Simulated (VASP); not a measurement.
Energy against volume of KBr (rock salt). Level of theory: RPBE GGA, VASP's PBE PAW potentials (set 64) (plane waves; VASP).

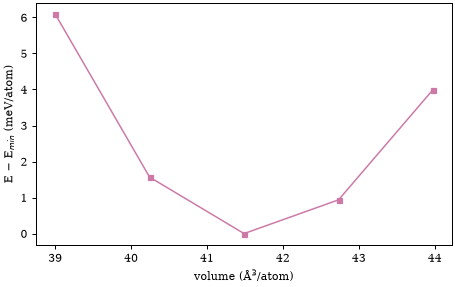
*Energy against volume*

Question: Estimate the equilibrium volume and the bulk modulus.

Answer: The minimum lies near 41.6 Å³/atom, and the curvature gives B0 of about 11 GPa.

The compound is KBr in the rock salt structure. It was relaxed first, which changed the volume by +16 %.
